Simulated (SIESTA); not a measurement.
Band structure of PIr₂ (Fm-3m, 3 atoms in the cell).

```
PIr2
1.0
    0.00000     2.77874     2.77874
    2.77874     0.00000     2.77874
    2.77874     2.77874     0.00000
P Ir
1 2
Direct
  0.00000   0.00000   0.00000
  0.25000   0.25000   0.25000
  0.75000   0.75000   0.75000
```

Computed with LDA PW92, numerical atomic orbitals DZP, PseudoDojo LDA standard norm-conserving potentials (rewritten from UPF to PSML) in SIESTA 5.4.2.

Settings: XC.functional = LDA; XC.authors = PW92; potentials = PseudoDojo LDA standard; PAO.BasisSize = DZP; PAO.EnergyShift = 0.005 Ry; MeshCutoff = 300 Ry; kgrid.MonkhorstPack = 10 10 10; OccupationFunction = MP; OccupationMPOrder = 0; ElectronicTemperature = 50 meV; MaxSCFIterations = 150; SCF.Mixer.Method = Pulay; SCF.Mixer.Weight = 0.1; SCF.Mixer.History = 8.

The starting cell comes from a database of computed structures (which also holds hypothetical and non-ambient phases and stackings), without a prior relaxation at this level. Spin-orbit coupling is off. Spin polarisation is off; with an odd number of electrons in the cell that forces a metal, and a magnetic state may lie lower. Values carry the incompleteness of an atom-centred basis.

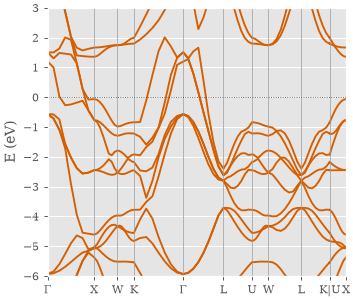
Bands along the path, energies from the Fermi level.

Levels in eV from the Fermi level, bands 17 to 22:
```csv
point,17,18,19,20,21,22
Γ,-0.57,1.20,1.51,1.51,4.62,4.62
X,-2.45,-0.77,-0.77,-0.07,1.36,1.67
W,-2.53,-1.79,-1.29,-0.99,1.74,1.74
K,-2.18,-1.92,-1.22,-0.84,1.80,1.99
L,-2.80,-2.62,-2.62,-2.40,4.03,4.36
U,-2.18,-1.92,-1.22,-0.84,1.80,1.99
```

Bands cross the Fermi level along this path, so the cell is metallic at this level.

Higher empty bands are left out: an atom-centred basis made for the valence describes them poorly.
